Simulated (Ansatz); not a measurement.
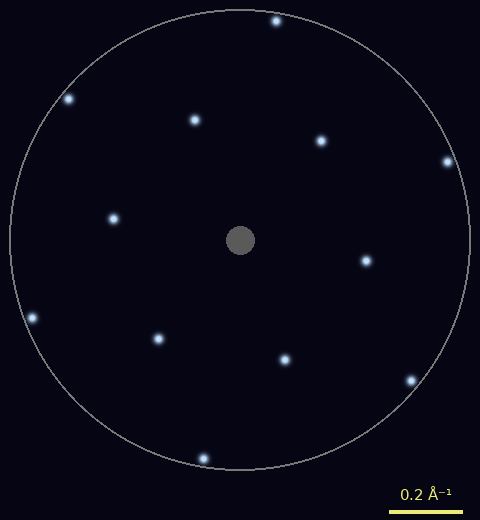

Simulated LEED pattern at 90 eV and normal incidence, from the upper face of a slab model. Spot positions follow from the surface net; brightness is a rough single-scattering estimate from the outer layers, good only for telling present from absent.

Find the real-space surface cell from the pattern.

The spots form a hexagonal reciprocal net with shortest vectors 0.351 and 0.351 Å⁻¹ at 60.0°. The primitive real-space mesh has edges 3.29 and 3.29 Å at 60.0° (or its supplement) and area 9.4 Å².

The slab has composition WSe2 (3 atoms a cell, 3.3 Å thick). Structure: the end point of a relaxation with DFT, HSE06, plane waves, PAW in Ansatz; the starting structure was generated, so it need not be a known form of this composition.

```
W Se
1.0
     3.28635    0.00000    0.00000
    -1.64317    2.84606    0.00000
     0.00000    0.00000   31.23778
W Se
1 2
Direct
  0.33333 0.66667 0.28811
  0.66667 0.33333 0.34129
  0.66667 0.33333 0.23493
```
